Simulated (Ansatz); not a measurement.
CH3F3GeO: molecular dynamics (part 2 of 2)

Continued. System: CH3F3GeO, SMILES FC(F)(F)[O][GeH3]. Method: RKS BLYP-d3bj/def2-SVP (Ansatz 0.2.0). The geometry comes from this level: PBE0-D4/def2-TZVP.

Geometry of the input (Å):
```
F  2.2058  -0.3383  -1.2428
C  0.9279  -0.4110  -0.8853
F  0.2108  0.2855  -1.7945
F  0.5458  -1.6941  -1.0156
O  0.7683  0.0445  0.3424
Ge -0.8736  0.4467  1.0151
H  -1.2610  1.8212  0.4659
H  -1.8378  -0.6597  0.5811
H  -0.5978  0.4592  2.5166
```

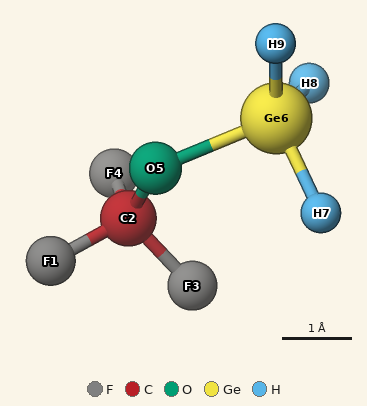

*The geometry at step 20 of the log (ball-and-stick view, seen at a tilt; atoms are numbered from 1 in the order of the input).*

## Trajectory as extended XYZ, continued
```
9
Properties=species:S:1:pos:R:3:forces:R:3 step=9 time_fs=18.0 energy=-67786.74279 temperature=321.3
F     2.2741   -0.3449   -1.2679   -0.7365   0.0545   0.1430
C     0.9682   -0.4022   -0.9058   -0.6313  -1.2901   0.3691
F     0.1971    0.2958   -1.7986    0.3205   0.0116  -0.1291
F     0.5471   -1.7701   -1.0581    0.6304   1.5763   0.2242
O     0.7830    0.0396    0.3555    0.3705   0.0368  -0.9363
Ge   -0.8977    0.4662    1.0298   -0.0904   0.1643   0.6642
H    -1.5569    1.9033    0.7036    0.5684  -0.8227  -0.1693
H    -1.7472   -0.7779    0.6816   -0.1893   0.1528  -0.1356
H    -0.4228    0.4237    2.5085   -0.2424   0.1164  -0.0303
9
Properties=species:S:1:pos:R:3:forces:R:3 step=10 time_fs=20.0 energy=-67786.65769 temperature=236.3
F     2.2818   -0.3468   -1.2703   -0.9970   0.1106   0.1748
C     0.9700   -0.3945   -0.9090   -0.5575  -1.5905   0.3478
F     0.1938    0.2994   -1.8044    0.4778  -0.1003   0.0537
F     0.5482   -1.7825   -1.0621    0.6823   1.9512   0.2558
O     0.7896    0.0413    0.3582    0.1939   0.0007  -1.0658
Ge   -0.8993    0.4669    1.0337   -0.5404   0.2637   0.4297
H    -1.5944    1.9272    0.6426    0.8398  -1.2142   0.0837
H    -1.8118   -0.7657    0.6622    0.1867   0.4390   0.0083
H    -0.4388    0.4246    2.5330   -0.2856   0.1399  -0.2880
9
Properties=species:S:1:pos:R:3:forces:R:3 step=11 time_fs=22.0 energy=-67786.64146 temperature=219.5
F     2.2875   -0.3485   -1.2723   -1.1939   0.1339   0.1919
C     0.9699   -0.3920   -0.9111   -0.4308  -1.6775   0.2805
F     0.1915    0.3028   -1.8102    0.5926  -0.2224   0.2116
F     0.5507   -1.7910   -1.0656    0.6836   2.1621   0.2761
O     0.7966    0.0429    0.3582   -0.0155  -0.0414  -1.0762
Ge   -0.9011    0.4677    1.0379   -0.7023   0.1221   0.1399
H    -1.5998    1.9046    0.5849    0.8851  -1.1154   0.2157
H    -1.8692   -0.7368    0.6431    0.4351   0.5020   0.1139
H    -0.4658    0.4308    2.5464   -0.2539   0.1366  -0.3533
9
Properties=species:S:1:pos:R:3:forces:R:3 step=12 time_fs=24.0 energy=-67786.70947 temperature=286.4
F     2.2908   -0.3499   -1.2739   -1.3082   0.1225   0.1898
C     0.9686   -0.3949   -0.9122   -0.2842  -1.5668   0.1923
F     0.1904    0.3058   -1.8155    0.6596  -0.3501   0.3327
F     0.5546   -1.7951   -1.0685    0.6441   2.2271   0.2853
O     0.8035    0.0445    0.3557   -0.2391  -0.0976  -0.9806
Ge   -0.9034    0.4685    1.0421   -0.5076  -0.2204  -0.1437
H    -1.5712    1.8392    0.5354    0.7015  -0.5393   0.1785
H    -1.9100   -0.6885    0.6284    0.4892   0.3085   0.1543
H    -0.5025    0.4423    2.5463   -0.1551   0.1162  -0.2086
9
Properties=species:S:1:pos:R:3:forces:R:3 step=13 time_fs=26.0 energy=-67786.75080 temperature=325.5
F     2.2915   -0.3511   -1.2752   -1.3293   0.0806   0.1672
C     0.9663   -0.4028   -0.9127   -0.1380  -1.2751   0.0974
F     0.1907    0.3081   -1.8202    0.6783  -0.4763   0.4095
F     0.5598   -1.7947   -1.0709    0.5673   2.1486   0.2835
O     0.8099    0.0459    0.3508   -0.4567  -0.1754  -0.7881
Ge   -0.9058    0.4693    1.0462    0.1037  -0.8472  -0.2552
H    -1.5158    1.7531    0.4928    0.2687   0.5567  -0.1165
H    -1.9321   -0.6285    0.6195    0.3282  -0.1030   0.1204
H    -0.5451    0.4582    2.5382   -0.0223   0.0912   0.0818
9
Properties=species:S:1:pos:R:3:forces:R:3 step=14 time_fs=28.0 energy=-67786.70185 temperature=285.8
F     2.2894   -0.3521   -1.2761   -1.2533   0.0181   0.1270
C     0.9635   -0.4148   -0.9130   -0.0035  -0.8168  -0.0038
F     0.1923    0.3094   -1.8240    0.6536  -0.5921   0.4407
F     0.5661   -1.7899   -1.0727    0.4516   1.9141   0.2700
O     0.8152    0.0468    0.3440   -0.6493  -0.2741  -0.5061
Ge   -0.9083    0.4696    1.0503    0.8463  -1.3906  -0.1896
H    -1.4501    1.6884    0.4457   -0.1623   1.6409  -0.5190
H    -1.9415   -0.5724    0.6153    0.0264  -0.5762   0.0354
H    -0.5886    0.4777    2.5332    0.0905   0.0766   0.3455
9
Properties=species:S:1:pos:R:3:forces:R:3 step=15 time_fs=30.0 energy=-67786.72609 temperature=310.3
F     2.2848   -0.3531   -1.2768   -1.0819  -0.0508   0.0742
C     0.9607   -0.4295   -0.9132    0.1122  -0.2086  -0.1137
F     0.1953    0.3095   -1.8269    0.5934  -0.6863   0.4288
F     0.5733   -1.7813   -1.0739    0.2923   1.5028   0.2429
O     0.8189    0.0471    0.3360   -0.8073  -0.3750  -0.1483
Ge   -0.9103    0.4692    1.0542    1.0475  -0.9346  -0.4503
H    -1.3906    1.6865    0.3787   -0.1147   1.4929  -0.3895
H    -1.9500   -0.5384    0.6125   -0.1818  -0.8178  -0.0194
H    -0.6286    0.5000    2.5415    0.1402   0.0774   0.3752
9
Properties=species:S:1:pos:R:3:forces:R:3 step=16 time_fs=32.0 energy=-67786.80100 temperature=379.7
F     2.2780   -0.3541   -1.2773   -0.8198  -0.1084   0.0135
C     0.9583   -0.4448   -0.9138    0.2055   0.5169  -0.2084
F     0.1994    0.3082   -1.8289    0.5016  -0.7418   0.3742
F     0.5812   -1.7695   -1.0746    0.0856   0.9005   0.1971
O     0.8207    0.0464    0.3277   -0.9271  -0.4513   0.2501
Ge   -0.9117    0.4682    1.0579    0.7413   0.1297  -1.0883
H    -1.3355    1.7418    0.2968    0.1704   0.3421   0.2952
H    -1.9654   -0.5357    0.6089   -0.0929  -0.6571   0.0321
H    -0.6633    0.5253    2.5641    0.1353   0.0694   0.1344
9
Properties=species:S:1:pos:R:3:forces:R:3 step=17 time_fs=34.0 energy=-67786.76427 temperature=344.7
F     2.2696   -0.3554   -1.2778   -0.4750  -0.1356  -0.0532
C     0.9566   -0.4584   -0.9151    0.2704   1.2904  -0.2392
F     0.2046    0.3053   -1.8302    0.3781  -0.7372   0.2759
F     0.5892   -1.7560   -1.0749   -0.1646   0.1278   0.1283
O     0.8202    0.0447    0.3199   -0.9970  -0.4870   0.6336
Ge   -0.9127    0.4674    1.0610    0.4300   0.7841  -1.5731
H    -1.2739    1.8102    0.2262    0.2486  -0.6141   0.8739
H    -1.9844   -0.5582    0.6065    0.1917  -0.2612   0.1522
H    -0.6928    0.5533    2.5919    0.1179   0.0327  -0.1984
9
Properties=species:S:1:pos:R:3:forces:R:3 step=18 time_fs=36.0 energy=-67786.67465 temperature=254.4
F     2.2601   -0.3570   -1.2784   -0.0617  -0.1157  -0.1237
C     0.9557   -0.4679   -0.9171    0.2879   1.9792  -0.1697
F     0.2106    0.3010   -1.8310    0.2243  -0.6546   0.1365
F     0.5969   -1.7422   -1.0750   -0.4345  -0.7211   0.0424
O     0.8174    0.0418    0.3137   -1.0021  -0.4794   0.9495
Ge   -0.9135    0.4669    1.0632    0.3091   0.9522  -1.7706
H    -1.2028    1.8551    0.1891    0.1266  -1.0427   1.1132
H    -1.9961   -0.5906    0.6099    0.4324   0.1038   0.2450
H    -0.7177    0.5825    2.6121    0.1179  -0.0218  -0.4227
9
Properties=species:S:1:pos:R:3:forces:R:3 step=19 time_fs=38.0 energy=-67786.65013 temperature=228.3
F     2.2506   -0.3588   -1.2792    0.3943  -0.0391  -0.1909
C     0.9558   -0.4711   -0.9197    0.2266   2.3809  -0.0032
F     0.2170    0.2954   -1.8314    0.0455  -0.4851  -0.0353
F     0.6037   -1.7298   -1.0750   -0.6752  -1.4652  -0.0399
O     0.8121    0.0377    0.3097   -0.9315  -0.4321   1.1634
Ge   -0.9141    0.4670    1.0645    0.3900   0.8285  -1.7549
H    -1.1268    1.8600    0.1946   -0.0913  -1.0145   1.0442
H    -1.9911   -0.6191    0.6228    0.4999   0.3016   0.2577
H    -0.7382    0.6109    2.6161    0.1416  -0.0749  -0.4411
9
Properties=species:S:1:pos:R:3:forces:R:3 step=20 time_fs=40.0 energy=-67786.70267 temperature=277.2
F     2.2418   -0.3607   -1.2805    0.8489   0.0921  -0.2416
C     0.9566   -0.4666   -0.9223    0.0704   2.2984   0.2191
F     0.2235    0.2888   -1.8319   -0.1506  -0.2314  -0.2250
F     0.6091   -1.7204   -1.0751   -0.8309  -1.9026  -0.0912
O     0.8045    0.0326    0.3086   -0.7809  -0.3505   1.2563
Ge   -0.9146    0.4675    1.0649    0.6411   0.4019  -1.5003
H    -1.0543    1.8260    0.2402   -0.3498  -0.4859   0.6433
H    -1.9671   -0.6360    0.6455    0.3679   0.2946   0.1821
H    -0.7532    0.6365    2.6032    0.1839  -0.1167  -0.2425
9
Properties=species:S:1:pos:R:3:forces:R:3 step=21 time_fs=42.0 energy=-67786.71251 temperature=282.1
F     2.2348   -0.3624   -1.2822    1.2342   0.2615  -0.2550
C     0.9576   -0.4547   -0.9242   -0.1431   1.6773   0.4346
F     0.2297    0.2817   -1.8329   -0.3529   0.0863  -0.4113
F     0.6129   -1.7149   -1.0753   -0.8740  -1.9356  -0.0944
O     0.7951    0.0267    0.3105   -0.5616  -0.2379   1.2252
Ge   -0.9147    0.4682    1.0645    0.9925  -0.4256  -0.9216
H    -0.9952    1.7735    0.3103   -0.5907   0.6319  -0.1137
H    -1.9289   -0.6417    0.6752    0.0612   0.0899   0.0336
H    -0.7612    0.6575    2.5810    0.2344  -0.1478   0.1027
9
Properties=species:S:1:pos:R:3:forces:R:3 step=22 time_fs=44.0 energy=-67786.63091 temperature=209.0
F     2.2303   -0.3635   -1.2844    1.4692   0.4414  -0.2078
C     0.9581   -0.4374   -0.9247   -0.3221   0.6702   0.5741
F     0.2351    0.2748   -1.8347   -0.5414   0.4264  -0.5636
F     0.6148   -1.7133   -1.0758   -0.8219  -1.6322  -0.0514
O     0.7843    0.0202    0.3153   -0.3144  -0.0942   1.0873
Ge   -0.9142    0.4687    1.0636    1.2970  -1.1388  -0.2959
H    -0.9587    1.7451    0.3761   -0.7284   1.7138  -0.8067
H    -1.8884   -0.6438    0.7061   -0.3112  -0.2121  -0.1387
H    -0.7602    0.6729    2.5628    0.2732  -0.1745   0.4028
9
Properties=species:S:1:pos:R:3:forces:R:3 step=23 time_fs=46.0 energy=-67786.65219 temperature=227.1
F     2.2287   -0.3638   -1.2871    1.4908   0.6033  -0.0863
C     0.9576   -0.4180   -0.9233   -0.3774  -0.4514   0.5813
F     0.2395    0.2687   -1.8377   -0.6876   0.7324  -0.6431
F     0.6151   -1.7151   -1.0763   -0.7155  -1.1539   0.0233
O     0.7728    0.0134    0.3228   -0.0892   0.0737   0.8661
Ge   -0.9131    0.4686    1.0626    1.3766  -0.5813  -0.2261
H    -0.9501    1.7824    0.4110   -0.7377   1.3482  -0.6877
H    -1.8599   -0.6542    0.7318   -0.5335  -0.3689  -0.2513
H    -0.7488    0.6816    2.5600    0.2734  -0.2022   0.4238
9
Properties=species:S:1:pos:R:3:forces:R:3 step=24 time_fs=48.0 energy=-67786.72388 temperature=295.1
F     2.2302   -0.3628   -1.2899    1.2910   0.7248   0.1016
C     0.9559   -0.4000   -0.9201   -0.2893  -1.4375   0.4404
F     0.2425    0.2642   -1.8420   -0.7622   0.9485  -0.6129
F     0.6140   -1.7192   -1.0768   -0.5884  -0.6441   0.1117
O     0.7611    0.0069    0.3323    0.1107   0.2320   0.5680
Ge   -0.9113    0.4681    1.0614    1.1060   0.6181  -0.4024
H    -0.9697    1.8713    0.4196   -0.6429  -0.0190  -0.1046
H    -1.8517   -0.6786    0.7478   -0.4483  -0.1902  -0.2465
H    -0.7268    0.6826    2.5734    0.2234  -0.2325   0.1448
9
Properties=species:S:1:pos:R:3:forces:R:3 step=25 time_fs=50.0 energy=-67786.69674 temperature=272.6
F     2.2344   -0.3604   -1.2926    0.9232   0.7899   0.3261
C     0.9533   -0.3866   -0.9155   -0.1168  -2.1262   0.1904
F     0.2439    0.2615   -1.8475   -0.7459   1.0357  -0.4566
F     0.6116   -1.7245   -1.0771   -0.4573  -0.1852   0.1967
O     0.7496    0.0009    0.3433    0.3206   0.3332   0.1869
Ge   -0.9088    0.4680    1.0600    0.5682   1.2522  -0.3483
H    -1.0140    1.9594    0.4241   -0.4731  -1.0460   0.2781
H    -1.8607   -0.7103    0.7544   -0.1613   0.1984  -0.1629
H    -0.6964    0.6747    2.5923    0.1424  -0.2520  -0.2105
9
Properties=species:S:1:pos:R:3:forces:R:3 step=26 time_fs=52.0 energy=-67786.65060 temperature=229.3
F     2.2403   -0.3564   -1.2945    0.4723   0.7867   0.5490
C     0.9503   -0.3801   -0.9103    0.0545  -2.4419  -0.0963
F     0.2438    0.2610   -1.8539   -0.6401   0.9821  -0.1901
F     0.6084   -1.7303   -1.0770   -0.3279   0.1851   0.2633
O     0.7389   -0.0044    0.3546    0.5596   0.3487  -0.2695
Ge   -0.9061    0.4686    1.0584   -0.0056   1.3204  -0.1395
H    -1.0763    2.0075    0.4394   -0.2810  -1.4647   0.3886
H    -1.8759   -0.7345    0.7547    0.1062   0.5260  -0.0779
H    -0.6604    0.6571    2.6032    0.0621  -0.2424  -0.4275
9
Properties=species:S:1:pos:R:3:forces:R:3 step=27 time_fs=54.0 energy=-67786.68882 temperature=270.5
F     2.2473   -0.3507   -1.2954    0.0164   0.7098   0.7375
C     0.9475   -0.3814   -0.9053    0.1686  -2.3761  -0.3481
F     0.2424    0.2625   -1.8608   -0.4694   0.8045   0.1405
F     0.6044   -1.7357   -1.0763   -0.2038   0.4474   0.3006
O     0.7295   -0.0087    0.3654    0.8140   0.2814  -0.7670
Ge   -0.9033    0.4699    1.0568   -0.4503   1.0790   0.0798
H    -1.1495    1.9995    0.4695   -0.1126  -1.3851   0.3080
H    -1.8870   -0.7384    0.7521    0.2299   0.6383  -0.0320
H    -0.6221    0.6303    2.5977    0.0071  -0.1991  -0.4194
9
Properties=species:S:1:pos:R:3:forces:R:3 step=28 time_fs=56.0 energy=-67786.79544 temperature=378.2
F     2.2543   -0.3436   -1.2947   -0.3902   0.5625   0.8708
C     0.9452   -0.3903   -0.9015    0.2173  -1.9653  -0.5177
F     0.2401    0.2656   -1.8673   -0.2719   0.5393   0.4748
F     0.6001   -1.7402   -1.0751   -0.0901   0.5852   0.3014
O     0.7221   -0.0124    0.3743    1.0470   0.1580  -1.2492
Ge   -0.9008    0.4717    1.0552   -0.6482   0.5364   0.2994
H    -1.2269    1.9385    0.5114   -0.0306  -0.7740   0.0490
H    -1.8893   -0.7180    0.7483    0.1760   0.4891  -0.0338
H    -0.5836    0.5958    2.5762   -0.0093  -0.1312  -0.1947
9
Properties=species:S:1:pos:R:3:forces:R:3 step=29 time_fs=58.0 energy=-67786.83676 temperature=418.6
F     2.2605   -0.3354   -1.2923   -0.7162   0.3575   0.9390
C     0.9436   -0.4056   -0.8993    0.2242  -1.2749  -0.5932
F     0.2372    0.2698   -1.8729   -0.0838   0.2301   0.7593
F     0.5955   -1.7435   -1.0732    0.0050   0.5825   0.2623
O     0.7173   -0.0157    0.3801    1.2098   0.0172  -1.6466
Ge   -0.8986    0.4738    1.0537   -0.4736  -0.3548   0.5924
H    -1.3055    1.8478    0.5552   -0.1303   0.4027  -0.3767
H    -1.8849   -0.6788    0.7431   -0.0412   0.0936  -0.0790
H    -0.5454    0.5563    2.5472    0.0060  -0.0540   0.1425
9
Properties=species:S:1:pos:R:3:forces:R:3 step=30 time_fs=60.0 energy=-67786.76324 temperature=352.4
F     2.2652   -0.3265   -1.2880   -0.9453   0.1155   0.9404
C     0.9427   -0.4250   -0.8991    0.2188  -0.3916  -0.5950
F     0.2341    0.2744   -1.8769    0.0725  -0.0827   0.9618
F     0.5910   -1.7456   -1.0708    0.0730   0.4314   0.1840
O     0.7153   -0.0190    0.3820    1.2560  -0.1018  -1.8885
Ge   -0.8967    0.4758    1.0526   -0.0615  -1.0703   0.8652
H    -1.3891    1.7725    0.5845   -0.3126   1.4672  -0.7108
H    -1.8821   -0.6360    0.7349   -0.3093  -0.3917  -0.1396
H    -0.5069    0.5147    2.5236    0.0084   0.0241   0.3824
```

## Summary

| quantity | value |
| --- | --- |
| outcome | finished |
| mean temperature over the second half | 296 K |
| trajectory | 30 steps, 60 fs |
| ensemble | nve |
| temperature in the input | 500 K |
| time step | 2 fs |
| potential energy (last step) | −67786.7635 eV |
| mean-field energy (last step) | −67786.4418 eV |
| dispersion energy (last step) | −0.3218 eV |
| SCF solution under orbital rotations (last step) | stable |
| largest force (length of the vector) (last step) | 2.270 eV/Å |
| dipole moment (last step) | 3.18 D |
| hardware | 4 threads of Arm Neoverse V1, 23 GiB of memory available, shared host |
| wall time | 39 s (CPU time 2.4 min) |
| peak memory | 0.46 GiB |

## Notes

So short a trajectory is not equilibrated.
